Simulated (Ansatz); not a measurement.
# CH3AlSe: small, medium and large basis sets

How large a basis does CH3AlSe need? Two functionals are run in growing sets.

The runs use Ansatz 0.2.0, Gaussian basis; one geometry, several basis sets.

The runs, in order: PBE0-D4/def2-SVP; ωB97M-V/def2-SVP; PBE0-D4/def2-QZVPP; ωB97M-V/def2-QZVPP; the functionals' def2-TZVPP values are taken from earlier runs.

### 1 Structure used throughout

An earlier PBE0-D4 in a triple-zeta def2 set relaxation fixed the geometry.

6 atoms, charge 0, spin multiplicity 1.

Atoms are counted from 1 here; the program's logs count them from 0.

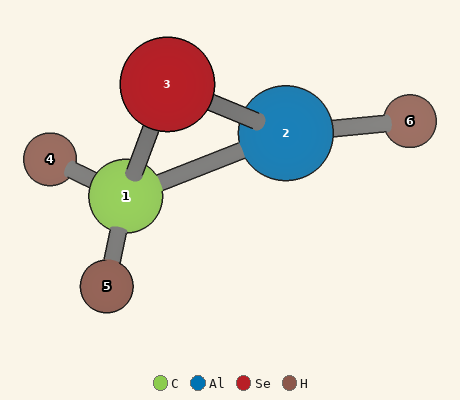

The structure; carbon green, aluminium blue, selenium red, hydrogen brown; atoms are numbered from 1 in the order of the file.

### 2 PBE0-D4 in def2-SVP

in.yaml reads:

```yaml
crystal:
  periodic: [false, false, false]
  atoms:
    - {symbol: C, position_ang: [-0.227686, -0.087816, -0.781809]}
    - {symbol: Al, position_ang: [0.242398, 0.419069, 1.004567]}
    - {symbol: Se, position_ang: [0.476865, -1.699227, 0.308613]}
    - {symbol: H, position_ang: [-1.253080, -0.271744, -1.090942]}
    - {symbol: H, position_ang: [0.421033, 0.091988, -1.634821]}
    - {symbol: H, position_ang: [0.382568, 1.483729, 2.148192]}
basis:
  gaussian: {orbitals: def2-SVP}
hamiltonian: {xc: pbe0, dispersion: d4}
output: {orbitals: {seedname: orbitals}}
```

Launch:

```
> ansatz run in.yaml --threads 2 --pin off --events-out ev --progress --plain --max-ram 4352MiB
```

Further steps of the session: ωB97M-V in def2-SVP; PBE0-D4 in def2-QZVPP; ωB97M-V in def2-QZVPP.

Before running them: what should the planned runs give, taken together? Wanted: PBE0-D4: double and triple zeta above quadruple; ωB97M-V: double and triple zeta above quadruple.

As calculated:

```
                                       quantity           value
PBE0-D4: double and triple zeta above quadruple  13.19, 1.63 eV
ωB97M-V: double and triple zeta above quadruple  13.16, 1.58 eV
```

What this shows: For PBE0-D4 the step from double to triple zeta gains 11.56 eV and the next only 1.63 eV. Total energies overstate the basis error of differences, where much of it tends to cancel.
